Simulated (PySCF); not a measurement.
NMR shielding calculation of CH$_{7}$B$_{2}$N

The run: NMR shielding calculation of CH$_{7}$B$_{2}$N, SMILES BCBN. Method and program: GIAO PBE0/IGLO-III NMR shielding, non-relativistic, gas phase (PySCF 2.14.0).

The geometry comes from this level: PBE0-D3(BJ)/def2-SVP. Figures and captions count atoms from 1; the log counts them from 0 in places.

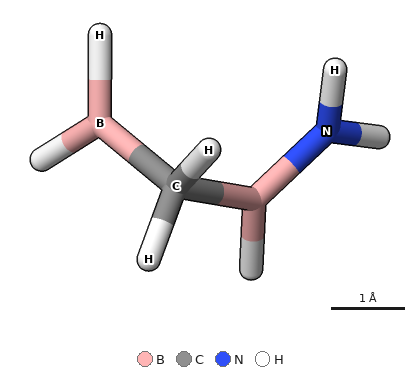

**Figure 1.** The input geometry (stick view, seen at a tilt).

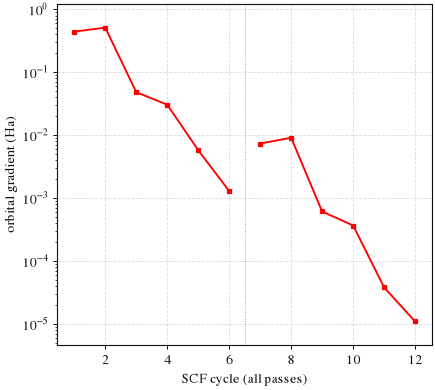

**Figure 2.** Convergence of the self-consistent field: orbital gradient against the SCF cycle. The dotted line marks the change from a coarse to the final integration grid. The first 6 cycles use a coarse grid, the final grid takes over at cycle 7, and the field converges after 12 cycles in all.

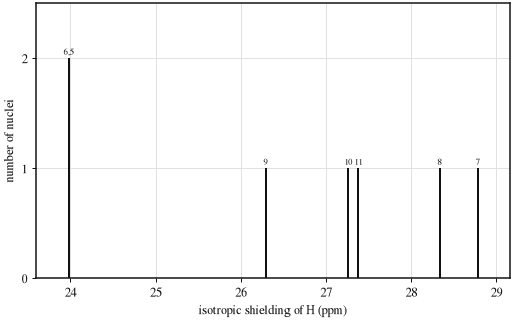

**Figure 3.** Isotropic shieldings of the hydrogen nuclei in this fixed geometry, labelled by atom number; shielding grows to the right, so chemical shift grows to the left. The least shielded is H6 (24.0 ppm), the most shielded H7 (28.8 ppm).

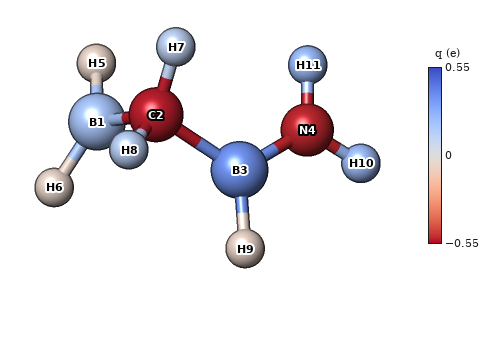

**Figure 4.** Mulliken charges, as the colour of each atom (ball-and-stick view, seen at a tilt; atoms are numbered from 1 in the order of the input; Mulliken charges depend strongly on the basis). By element: B +0.18 to +0.35, C −0.52, N −0.52 and H −0.06 to +0.22 e.

The input that produced these results follows, with the program's output.

### The input
```
{"job": {"kind": "nmr", "xc": "PBE0", "basis": "IGLO-III", "pop": true}, "charge": 0, "multiplicity": 1}
B     -1.557648     0.234477    -0.317752
C     -0.578826    -0.629889     0.503104
B      0.750382    -0.436364    -0.355554
N      1.598566     0.645905    -0.133137
H     -1.781368     1.385906    -0.008799
H     -2.061161    -0.187229    -1.336533
H     -0.421680    -0.271285     1.531719
H     -0.822876    -1.702622     0.477579
H      1.038733    -1.202741    -1.247902
H      2.446531     0.794237    -0.663573
H      1.430659     1.350235     0.575016
```

The first line tells a small driver script what to run in PySCF; the rest is the geometry in Å.

Launched with:
```bash
OMP_NUM_THREADS=1 python <driver script> task.json out
```

### Log
```
coarse grid: 8664 points
cycle   1  E = -146.6169270119  dE =  1.206e-01  |g| = 4.442e-01  |ddm| = 1.917e+00
cycle   2  E = -146.6035682600  dE =  1.336e-02  |g| = 5.140e-01  |ddm| = 5.440e-01
cycle   3  E = -146.6661217367  dE = -6.255e-02  |g| = 4.839e-02  |ddm| = 2.637e-01
cycle   4  E = -146.6664900224  dE = -3.683e-04  |g| = 3.066e-02  |ddm| = 3.877e-02
cycle   5  E = -146.6667068950  dE = -2.169e-04  |g| = 5.803e-03  |ddm| = 1.523e-02
cycle   6  E = -146.6667148354  dE = -7.940e-06  |g| = 1.302e-03  |ddm| = 3.692e-03
final grid: 82224 points
cycle   7  E = -146.6646498666  dE = -5.555e-05  |g| = 7.396e-03  |ddm| = 4.053e-02
cycle   8  E = -146.6646433677  dE =  6.499e-06  |g| = 9.150e-03  |ddm| = 8.188e-03
cycle   9  E = -146.6646624175  dE = -1.905e-05  |g| = 6.154e-04  |ddm| = 4.175e-03
cycle  10  E = -146.6646624777  dE = -6.022e-08  |g| = 3.686e-04  |ddm| = 4.228e-04
cycle  11  E = -146.6646625080  dE = -3.030e-08  |g| = 3.831e-05  |ddm| = 1.692e-04
cycle  12  E = -146.6646625084  dE = -3.836e-10  |g| = 1.099e-05  |ddm| = 3.147e-05
converged SCF energy = -146.6646625084

GIAO shielding tensors (ppm)
atom      isotropic    diamagn.    paramagn.     s11        s22        s33       span
  0 B       16.817     192.724    -175.908    -61.620    -18.039    130.109    191.729
  1 C      138.732     250.983    -112.251     70.974    150.569    194.651    123.677
  2 B       58.782     193.722    -134.941     21.963     40.480    113.901     91.938
  3 N      137.827     313.449    -175.622     27.758    176.916    208.806    181.048
  4 H       24.001      29.960      -5.960     17.369     26.372     28.262     10.892
  5 H       23.962      29.445      -5.484     17.670     26.582     27.633      9.964
  6 H       28.782      31.213      -2.432     26.615     27.537     32.193      5.578
  7 H       28.335      29.546      -1.210     25.772     27.702     31.532      5.760
  8 H       26.293      29.888      -3.595     25.349     26.093     27.435      2.085
  9 H       27.263      30.434      -3.171     23.087     24.354     34.348     11.261
 10 H       27.380      31.587      -4.207     23.582     25.818     32.741      9.159
```

### Summary

| quantity | value |
| --- | --- |
| outcome | converged |
| total energy | −146.664663 hartree |
| HOMO | −8.35 eV |
| LUMO | −1.29 eV |
| dipole moment | 2.04 D |
| isotropic shielding, B | 16.8 to 58.8 ppm |
| isotropic shielding, C | 138.7 ppm |
| isotropic shielding, N | 137.8 ppm |
| isotropic shielding, H | 24.0 to 28.8 ppm |
| hardware | 1 CPU thread, shared host |
| wall time | 16 s |
| peak memory | 0.93 GiB |
